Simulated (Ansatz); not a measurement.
| atom | x (Å) | y (Å) | z (Å) |
| --- | --- | --- | --- |
| C | -2.2728 | -0.0094 | 0.6629 |
| C | 0.6720 | -0.8868 | -0.8774 |
| Al | -0.6303 | -1.1447 | 0.5504 |
| B | -3.2886 | -1.1191 | 0.5334 |
| N | -0.3921 | -2.3564 | 1.8213 |
| H | -3.7259 | -1.6899 | 1.5117 |
| H | -3.6122 | -1.5392 | -0.5610 |
| H | -2.1801 | 0.5012 | 1.6349 |
| H | -2.1315 | 0.6705 | -0.1915 |
| H | 1.0631 | 0.1443 | -0.8846 |
| H | 0.2010 | -1.0511 | -1.8614 |
| H | 1.5318 | -1.5708 | -0.8000 |
| H | -1.0612 | -2.5511 | 2.5585 |
| H | 0.4132 | -2.9652 | 1.9175 |

Geometry: PBE0-D3(BJ)/def2-SVP.

The calculation used isolated molecule in a Gaussian basis; Kohn-Sham density functional theory, functional PBE0 in Ansatz 0.2.0.

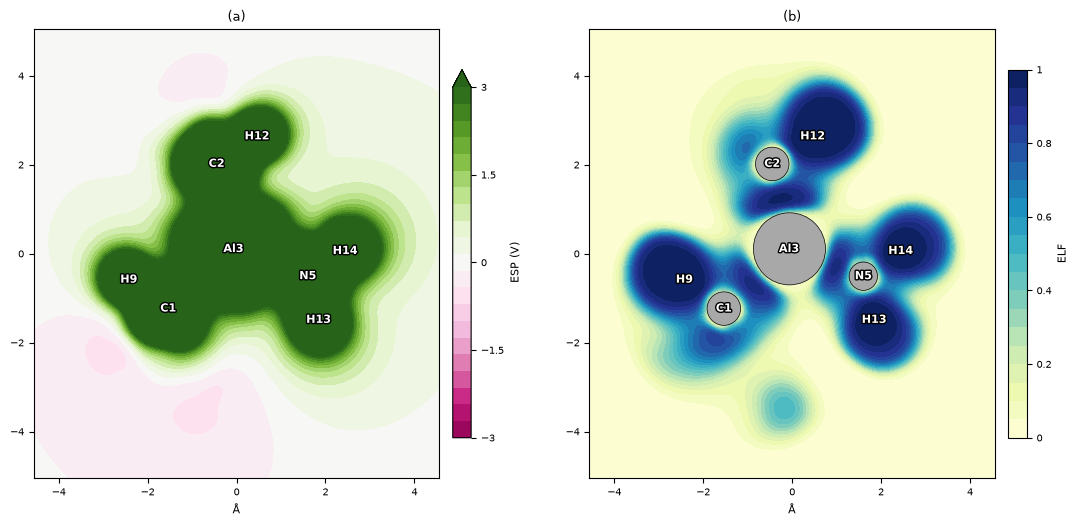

C₂H₉AlBN (SMILES B[CH2][Al]([CH3])[NH2]). (a) electrostatic potential; (b) ELF on the plane of atoms Al3, N5 and H13. Grey discs cover the atomic cores in the ELF map.

> Interpret the plot.

The section cuts through C, Al, N and H sites.
Al–N (1.77 Å): the ELF peaks at about 0.90 in the valence shell of N, 0.6 Å from its nucleus, and is about 0.60 at the midpoint.
C–Al (1.95 Å): the ELF peaks at about 0.95 between the atoms (a shared but strongly polarised pair).
N–H (1.01 Å): the ELF climbs to about 1 towards the hydrogen, as it does in any bond to H (a covalent bond by its length).
C–Al (2.00 Å): the ELF peaks at about 0.90 between the atoms: a shared but strongly polarised pair.
C–H (1.10 Å): the ELF climbs to about 1 towards the hydrogen; an ordinary covalent bond to hydrogen.
Outside the dense part of the molecule the potential is most negative (−0.5 V) near C1.
